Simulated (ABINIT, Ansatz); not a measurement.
# BAs (F-43m): G0W0 with ABINIT, start to end, part 2 of 3

Wanted: ground state, empty states, screening and self-energy for BAs (F-43m).

ABINIT 10.8.3; PBE and many-body steps on it, plane waves. Known limits of the many-body steps: not at the basis limit; no spin-orbit coupling.

So far. Step 2 (Ground state): The gap is indirect, with the least direct gap 2.08 eV higher.

## 3. Bands along the symmetry lines

Level of this step: DFT, PBE, plane waves, norm-conserving pseudopotentials (ABINIT).

The cheap functional maps the bands first; the places of the edges decide which points the dearer methods must see.

run.abi reads:

```
acell 3*1.0 Angstrom
rprim 
  -0.000000000000 2.388500000000 2.388500000000
  2.388500000000 -0.000000000000 2.388500000000
  2.388500000000 2.388500000000 -0.000000000000
ntypat 2
znucl 5 33
natom 2
typat 1 2
xred 
  0.000000000000 0.000000000000 0.000000000000
  0.250000000000 0.250000000000 0.250000000000
pp_dirpath "pseudos"
pseudos "B.upf, As.upf"
ecut 44
iscf -2
irdden 1
kptopt 0
nkpt 50
kpt 
  0.00000000 0.00000000 0.00000000
  -0.06250000 -0.06250000 0.00000000
  -0.12500000 -0.12500000 0.00000000
  -0.18750000 -0.18750000 0.00000000
  -0.25000000 -0.25000000 0.00000000
  -0.31250000 -0.31250000 0.00000000
  -0.37500000 -0.37500000 0.00000000
  -0.43750000 -0.43750000 0.00000000
  -0.50000000 -0.50000000 0.00000000
  -0.48437500 -0.48437500 0.03125000
  -0.46875000 -0.46875000 0.06250000
  -0.45312500 -0.45312500 0.09375000
  -0.43750000 -0.43750000 0.12500000
  -0.42187500 -0.42187500 0.15625000
  -0.40625000 -0.40625000 0.18750000
  -0.39062500 -0.39062500 0.21875000
  -0.37500000 -0.37500000 0.25000000
  -0.37500000 0.00000000 0.37500000
  -0.32812500 0.00000000 0.32812500
  -0.28125000 0.00000000 0.28125000
  -0.23437500 0.00000000 0.23437500
  -0.18750000 0.00000000 0.18750000
  -0.14062500 0.00000000 0.14062500
  -0.09375000 0.00000000 0.09375000
  -0.04687500 0.00000000 0.04687500
  0.00000000 0.00000000 0.00000000
  0.00000000 0.00000000 0.06250000
  0.00000000 0.00000000 0.12500000
  0.00000000 0.00000000 0.18750000
  0.00000000 0.00000000 0.25000000
  0.00000000 0.00000000 0.31250000
  0.00000000 0.00000000 0.37500000
  0.00000000 0.00000000 0.43750000
  -0.00000000 -0.00000000 0.50000000
  -0.06250000 -0.03125000 0.46875000
  -0.12500000 -0.06250000 0.43750000
  -0.18750000 -0.09375000 0.40625000
  -0.25000000 -0.12500000 0.37500000
  -0.31250000 -0.15625000 0.34375000
  -0.37500000 -0.18750000 0.31250000
  -0.43750000 -0.21875000 0.28125000
  -0.50000000 -0.25000000 0.25000000
  -0.50000000 -0.28125000 0.21875000
  -0.50000000 -0.31250000 0.18750000
  -0.50000000 -0.34375000 0.15625000
  -0.50000000 -0.37500000 0.12500000
  -0.50000000 -0.40625000 0.09375000
  -0.50000000 -0.43750000 0.06250000
  -0.50000000 -0.46875000 0.03125000
  -0.50000000 -0.50000000 0.00000000
istwfk *1
nband 20
nbdbuf 2
tolwfr 1e-08
nstep 40
prtwf 0
prtvol 0
indata_prefix "in"
outdata_prefix "out"
tmpdata_prefix "tmp"
```

On the command line:

```console
$ OMP_NUM_THREADS=1 mpirun -n 8 abinit run.abi > log
```

Numbers of over 12 decimals in the logs are rounded to 6 here.

Output:

```text
.Version 10.8.3 of ABINIT. v10.8.2 released Aug 2026.

 Symmetries : space group F-4 3 m (#216); Bravais cF (face-center cubic)
[... echo of the input left out ...]
== DATASET  1 ==================================================================
-   mpi_nproc: 8, omp_nthreads: 1 (-1 if OMP is not activated)

--- !DatasetInfo
iteration_state: {dtset: 1, }
dimensions: {natom: 2, nkpt: 50, mband: 20, nsppol: 1, nspinor: 1, nspden: 1, mpw: 2637, }
cutoff_energies: {ecut:  44.0, pawecutdg:  -1.0, }
electrons: {nelect:   2.60000000E+01, charge:   0.00000000E+00, occopt:   1.00000000E+00, tsmear:   1.00000000E-02, }

 Real(R)+Recip(G) space primitive vectors, cartesian coordinates (Bohr,Bohr^-1):
 R(1)=  0.0000000  4.5136109  4.5136109  G(1)= -0.1107761  0.1107761  0.1107761
 R(2)=  4.5136109  0.0000000  4.5136109  G(2)=  0.1107761 -0.1107761  0.1107761
 R(3)=  4.5136109  4.5136109  0.0000000  G(3)=  0.1107761  0.1107761 -0.1107761
 Unit cell volume ucvol=  1.8390873E+02 bohr^3
 Angles (23,13,12)=  6.00000000E+01  6.00000000E+01  6.00000000E+01 degrees

 getcut: wavevector=  0.0000  0.0000  0.0000  ngfft=  40  40  40
         ecut(hartree)=     44.000   => boxcut(ratio)=   2.09860

--- Pseudopotential description ------------------------------------------------
- B Generated using ONCVPSP code by D. R. Hamann
-  5.00000   3.00000  171031                  znucl, zion, pspdat
12 -101130 1 -1 1534                          pspcod,pspxc,lmax,lloc,mmax
     nproj     2     2     0
  pspatm : epsatm=    3.38844616
         --- l  ekb(1:nproj) -->
             0    8.382104    1.234201
             1   -3.719492   -0.867526
 pspatm: atomic psp has been read  and splines computed

- As Generated using ONCVPSP code by D. R. Hamann
- 33.00000  23.00000  171031                  znucl, zion, pspdat
12 -101130 2 -1 1358                          pspcod,pspxc,lmax,lloc,mmax
     nproj     2     2     2
  pspatm : epsatm=   24.77333152
         --- l  ekb(1:nproj) -->
             0    4.034276   -2.353825
[...]
pspatm: atomic psp has been read  and splines computed

--------------------------------------------------------------------------------

================================================================================
 prteigrs : about to open file out_EIG
 Non-SCF case, kpt    1 (  0.00000  0.00000  0.00000), residuals and eigenvalues=
  2.91E-09  2.27E-09  2.60E-09  5.24E-09  3.85E-09  5.15E-09  6.73E-09  4.34E-09
  4.72E-09  6.67E-09  9.35E-09  1.34E-09  5.03E-09  6.15E-09  1.57E-09  7.14E-09
  7.81E-09  8.07E-09  3.07E-05  4.56E-04
 -6.5247E+00 -4.4426E+00 -4.4426E+00 -4.4426E+00 -1.0247E+00 -1.0247E+00
 -1.0247E+00 -1.0240E+00 -1.0240E+00 -2.7205E-01  2.9395E-01  2.9395E-01
  2.9395E-01  4.1483E-01  4.1483E-01  4.1483E-01  4.6596E-01  6.4661E-01
  7.7817E-01  7.7837E-01
 Non-SCF case, kpt    2 ( -0.06250 -0.06250  0.00000), residuals and eigenvalues=
[...]
7.2574E-01  7.8221E-01
 Non-SCF case, kpt    3 ( -0.12500 -0.12500  0.00000), residuals and eigenvalues=
[...]
9.82E-09  5.89E-09  1.24E-08  6.59E-05
[...]
6.9492E-01  7.9229E-01
[...]
Non-SCF case, kpt   49 ( -0.50000 -0.46875  0.03125), residuals and eigenvalues=
[...]
9.1874E-01  9.4146E-01
 Non-SCF case, kpt   50 ( -0.50000 -0.50000  0.00000), residuals and eigenvalues=
[...]
-1.0239E+00 -1.0239E+00 -1.0235E+00 -1.1853E-01 -1.8916E-02  1.4425E-01
  1.4425E-01  3.4735E-01  3.4754E-01  7.1279E-01  7.1279E-01  7.6721E-01
  9.2947E-01  9.5735E-01

--- !ResultsGS
iteration_state: {dtset: 1, }
comment   : Summary of ground state results
lattice_vectors:
- [ -0.0000000,   4.5136109,   4.5136109, ]
- [  4.5136109,  -0.0000000,   4.5136109, ]
- [  4.5136109,   4.5136109,  -0.0000000, ]
lattice_lengths: [   6.38321,    6.38321,    6.38321, ]
lattice_angles: [ 60.000,  60.000,  60.000, ] # degrees, (23, 13, 12)
lattice_volume:   1.8390873E+02
convergence: {deltae:  0.000E+00, res2:  0.000E+00, residm:  9.990E-09, diffor:  0.000E+00, }
etotal    :  -3.08192795E+02
entropy   :   0.00000000E+00
fermie    :   2.93949411E-01
cartesian_stress_tensor: null
pressure_GPa: null
xred      :
- [  0.0000E+00,   0.0000E+00,   0.0000E+00,  B]
- [  2.5000E-01,   2.5000E-01,   2.5000E-01, As]
cartesian_forces: null
force_length_stats: {min: null, max: null, mean: null, }

 Integrated electronic density in atomic spheres:
 ------------------------------------------------
 Atom  Sphere_radius  Integrated_density
[...]
================================================================================

 ----iterations are completed or convergence reached----

 Mean square residual over all n,k,spin=   48.803E-10; max=  99.902E-10
 reduced coordinates (array xred) for    2 atoms
       0.000000000000      0.000000000000      0.000000000000
       0.250000000000      0.250000000000      0.250000000000

 cartesian coordinates (angstrom) at end:
[...]
length scales=  1.889726125908  1.889726125908  1.889726125908 bohr
              =  1.000000000000  1.000000000000  1.000000000000 angstroms
 prteigrs : about to open file out_EIG
 Eigenvalues (hartree) for nkpt=  50  k points:
 kpt#   1, nband= 20, wtk=  1.00000, kpt=  0.0000  0.0000  0.0000 (reduced coord)
[...]
kpt#   2, nband= 20, wtk=  1.00000, kpt= -0.0625 -0.0625  0.0000 (reduced coord)
[...]
kpt#   3, nband= 20, wtk=  1.00000, kpt= -0.1250 -0.1250  0.0000 (reduced coord)
[...]
kpt#  49, nband= 20, wtk=  1.00000, kpt= -0.5000 -0.4687  0.0313 (reduced coord)
[...]
0.71038    0.76503    0.91874    0.94146
 kpt#  50, nband= 20, wtk=  1.00000, kpt= -0.5000 -0.5000  0.0000 (reduced coord)
  -6.52474   -4.44253   -4.44252   -4.44252   -1.02478   -1.02409   -1.02389   -1.02389
  -1.02352   -0.11853   -0.01892    0.14425    0.14425    0.34735    0.34754    0.71279
   0.71279    0.76721    0.92947    0.95735

== END DATASET(S) ==============================================================
================================================================================

 -outvars: echo values of variables after computation  --------
            nband          20
             nkpt          50
          spgroup         216
 [... the other variables as echoed above ...]

 Calculation completed.
```

Run time: 7.6 s. Hardware: 8 MPI ranks of Intel Xeon Platinum 8488C (Sapphire Rapids), shared host; peak memory 0.56 GiB.

This step gave:

```
gap                        : 1.208 eV
k of the valence top       : 0, 0, 0
k of the conduction bottom : -0.375, -0.375, 0
least direct gap           : 3.289 eV
```

The gap is 1.208 eV, as in the run before at this level.

The electronic bands at the labelled points (eV, zero at the top of the highest filled band):

| point | band 10 | band 11 | band 12 | band 13 | band 14 | band 15 | band 16 | band 17 |
| --- | --- | --- | --- | --- | --- | --- | --- | --- |
| Γ | -15.40 | 0.00 | 0.00 | 0.00 | 3.29 | 3.29 | 3.29 | 4.68 |
| X | -11.22 | -8.51 | -4.07 | -4.07 | 1.45 | 1.46 | 11.40 | 11.40 |
| U | -11.27 | -8.13 | -5.94 | -3.48 | 2.06 | 5.56 | 9.24 | 9.78 |
| jump to K | -11.27 | -8.13 | -5.94 | -3.48 | 2.06 | 5.56 | 9.24 | 9.78 |
| Γ | -15.40 | 0.00 | 0.00 | 0.00 | 3.29 | 3.29 | 3.29 | 4.68 |
| L | -12.53 | -8.77 | -1.82 | -1.82 | 2.70 | 4.81 | 4.81 | 8.90 |
| W | -11.07 | -8.05 | -5.48 | -5.19 | 5.28 | 5.95 | 6.84 | 7.06 |
| X | -11.22 | -8.51 | -4.07 | -4.07 | 1.45 | 1.46 | 11.40 | 11.40 |

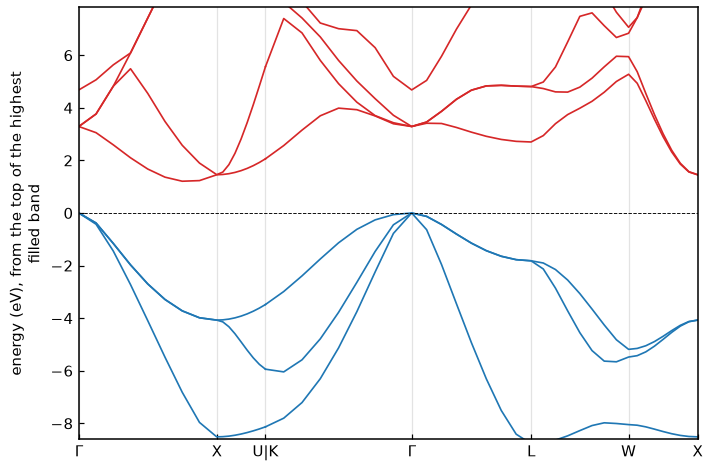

Electronic bands along the path; lines of filled and empty bands in two colours.

## 4. Empty states on the mesh, 6×6×6 mesh, 170 bands

The sums over transitions need many empty states on a uniform mesh; this step solves for them.

run.abi reads:

```
acell 3*1.0 Angstrom
rprim 
  -0.000000000000 2.388500000000 2.388500000000
  2.388500000000 -0.000000000000 2.388500000000
  2.388500000000 2.388500000000 -0.000000000000
ntypat 2
znucl 5 33
natom 2
typat 1 2
xred 
  0.000000000000 0.000000000000 0.000000000000
  0.250000000000 0.250000000000 0.250000000000
pp_dirpath "pseudos"
pseudos "B.upf, As.upf"
ecut 44
ngkpt 6 6 6
nshiftk 1
shiftk 0 0 0
kptopt 1
chksymbreak 0
irdden 1
istwfk *1
nband 170
prtvol 0
optdriver 6
gwr_task "HDIAGO"
paral_kgb 0
occopt 1
indata_prefix "in"
outdata_prefix "out"
tmpdata_prefix "tmp"
```

Output:

```text
[banner, memory and clock lines left out]
.Version 10.8.3 of ABINIT. v10.8.2 released Aug 2026.

 Symmetries : space group F-4 3 m (#216); Bravais cF (face-center cubic)
[... echo of the input left out ...]
== DATASET  1 ==================================================================
-   mpi_nproc: 8, omp_nthreads: 1 (-1 if OMP is not activated)

--- !DatasetInfo
iteration_state: {dtset: 1, }
dimensions: {natom: 2, nkpt: 16, mband: 170, nsppol: 1, nspinor: 1, nspden: 1, mpw: 2637, }
cutoff_energies: {ecut:  44.0, pawecutdg:  -1.0, }
electrons: {nelect:   2.60000000E+01, charge:   0.00000000E+00, occopt:   1.00000000E+00, tsmear:   1.00000000E-02, }

.Using double precision arithmetic; gwpc =  8

- Reading GS density from: in_DEN

--- Pseudopotential description ------------------------------------------------
- B Generated using ONCVPSP code by D. R. Hamann
-  5.00000   3.00000  171031                  znucl, zion, pspdat
12 -101130 1 -1 1534                          pspcod,pspxc,lmax,lloc,mmax
     nproj     2     2     0
  pspatm : epsatm=    3.38844616
         --- l  ekb(1:nproj) -->
             0    8.382104    1.234201
             1   -3.719492   -0.867526
 pspatm: atomic psp has been read  and splines computed

- As Generated using ONCVPSP code by D. R. Hamann
- 33.00000  23.00000  171031                  znucl, zion, pspdat
12 -101130 2 -1 1358                          pspcod,pspxc,lmax,lloc,mmax
     nproj     2     2     2
  pspatm : epsatm=   24.77333152
         --- l  ekb(1:nproj) -->
             0    4.034276   -2.353825
             1   -6.723548   -2.113112
             2  -10.105298   -4.355719
 pspatm: atomic psp has been read  and splines computed

   7.32206220E+02                                ecore*ucvol(ha*bohr**3)

 Total charge density [el/Bohr^3]
)     Maximum=    7.0999E+00  at reduced coord.    0.2000    0.3000    0.3000
)     Minimum=    4.5090E-03  at reduced coord.    0.7500    0.7500    0.7500
   Integrated=    2.6000E+01

 === KS gaps after direct diagonalization ===
 Indirect band gap semiconductor
 Fundamental gap:     1.293 (eV)
   VBM:     7.999 (eV) at k: [ 0.0000E+00,  0.0000E+00,  0.0000E+00]
   CBM:     9.292 (eV) at k: [ 3.3333E-01,  3.3333E-01,  0.0000E+00]
 Direct gap:         3.289 (eV) at k: [ 0.0000E+00,  0.0000E+00,  0.0000E+00]

== END DATASET(S) ==============================================================

 -outvars: echo values of variables after computation  --------
           etotal      0.0000000000E+00
            nband         170
             nkpt          16
          spgroup         216
 [... the other variables as echoed above ...]

 Calculation completed.
```

Wall time 33 s (8 MPI ranks); peak memory 3.4 GiB.

Numbers from this step:

```yaml
gap: 1.293 eV
k_of_the_valence_top: 0, 0, 0
k_of_the_conduction_bottom: 0.3333, 0.3333, 0
least_direct_gap: 3.289 eV
k_points_computed: 16
lowest_point_of_the_top_converged_band_above_the_valence_top: 163.0942 eV
```

On this mesh the gap is 1.293 eV. The earlier step found 1.208 eV, so this mesh misses an edge.

## 5. Screening, 6×6×6 mesh, 162 bands, screening to 239.5 eV

The RPA dielectric matrix is built and inverted for each q.

This step: RPA screening on PBE, plane waves, norm-conserving pseudopotentials.

run.abi: that of step 4 with these lines changed.

```diff
@@ -20,10 +20,11 @@
 chksymbreak 0
-irdden 1
 istwfk *1
-nband 170
-prtvol 0
-optdriver 6
-gwr_task "HDIAGO"
-paral_kgb 0
 occopt 1
+irdwfk 1
+optdriver 3
+nband 162
+ecuteps 8.8
+inclvkb 2
+awtr 1
+symchi 1
 indata_prefix "in"
```

Output:

```text
.Version 10.8.3 of ABINIT. v10.8.2 released Aug 2026.

 Symmetries : space group F-4 3 m (#216); Bravais cF (face-center cubic)
[... echo of the input left out ...]
== DATASET  1 ==================================================================
-   mpi_nproc: 8, omp_nthreads: 1 (-1 if OMP is not activated)

--- !DatasetInfo
iteration_state: {dtset: 1, }
dimensions: {natom: 2, nkpt: 16, mband: 162, nsppol: 1, nspinor: 1, nspden: 1, mpw: 2637, }
cutoff_energies: {ecut:  44.0, pawecutdg:  -1.0, }
electrons: {nelect:   2.60000000E+01, charge:   0.00000000E+00, occopt:   1.00000000E+00, tsmear:   1.00000000E-02, }

 SCREENING: Calculation of the susceptibility and dielectric matrices

 Based on a program developped by R.W. Godby, V. Olevano, G. Onida, and L. Reining.
 Incorporated in ABINIT by V. Olevano, G.-M. Rignanese, and M. Torrent.
.Using double precision arithmetic ; gwpc =  8

[... cell and pseudopotentials left out ...]
--------------------------------------------------------------------------------

 ==== K-mesh for the wavefunctions ====
 Number of points in the irreducible wedge :    16
[... list of points left out ...]
 Together with 24 symmetry operations and time-reversal symmetry
 yields   216 points in the full Brillouin Zone.

 ==== Q-mesh for the screening function ====
 Number of points in the irreducible wedge :    16
[... list of points left out ...]
 Together with 24 symmetry operations and time-reversal symmetry
 yields   216 points in the full Brillouin Zone.

 setmesh: FFT mesh size selected  =    27x   27x   27
          total number of points  =        19683

 vcoul_init : cutoff-mode = AUXILIARY_FUNCTION
 q-points for optical limit:   1
     1)      0.000010    0.000020    0.000030

- screening: taking advantage of time-reversal symmetry
- Maximum band index for partially occupied states nbvw = 13
- Remaining bands to be divided among processors   nbcw = 149
- Number of bands treated by each node ~18

 Number of electrons calculated from density =   26.0000; Expected =   26.0000
 average of density, n =  0.141374
 r_s =    1.1908
 omega_plasma =   36.2695 [eV]

 calculating chi0 at frequencies [eV] :
  1    0.000000E+00    0.000000E+00
  2    0.000000E+00    3.626946E+01

--------------------------------------------------------------------------------
  q-point number  1        q = ( 0.000000, 0.000000, 0.000000) [r.l.u.]
--------------------------------------------------------------------------------
[... chi0 elements left out ...]
 For q-point:  0.000010 0.000020 0.000030
  dielectric constant =  10.5109
  dielectric constant without local fields =  11.5138

  Average fulfillment of the sum rule on Im[epsilon] for q-point    1 :     61.09  [%]
[... wings left out ...]
  q-point number  2        q = ( 0.166667, 0.000000, 0.000000) [r.l.u.]
--------------------------------------------------------------------------------
[... chi0 elements left out ...]
  Average fulfillment of the sum rule on Im[epsilon] for q-point    2 :     71.21  [%]

 [... 14 further q-points ...]
```

It took 3.1 min on 8 MPI ranks; peak memory 2.3 GiB.

Numbers from this step:

```
ε∞ with local fields, on this mesh, along the program's q direction : 10.51
the same without local fields                                       : 11.51
plasma frequency                                                    : 36.27 eV
plane waves in the screening matrix                                 : 259
```

Local fields lower ε∞ by 9 %.

[end of part 2 of 3]

[Paths, hosts, dates, memory and timing lines, banners, echoed tables and standing remarks are left out of the program output.]

[Logs are printed without paths, hosts, clocks, repeated set-up lines and the standing remarks that a program may print on its own settings, such as how far it seeks lower states.]

[Runs of the session that timed out or met a known fault of the program may be left out.]

[Hosts, paths, dates, database ids (printed as entryN), source tags and the programs' standing remarks are cut or masked in the printed files.]

[G0W0 gaps are taken among the corrected bands and points alone; a level outside them can change the order at an edge.]

[Where Ansatz stands beside ABINIT at settings called matched, ABINIT's density can come from a denser mesh and the files from another edition; pairs whose starting gaps differed by over 0.03 eV were left out, so agreement reads better than it is.]
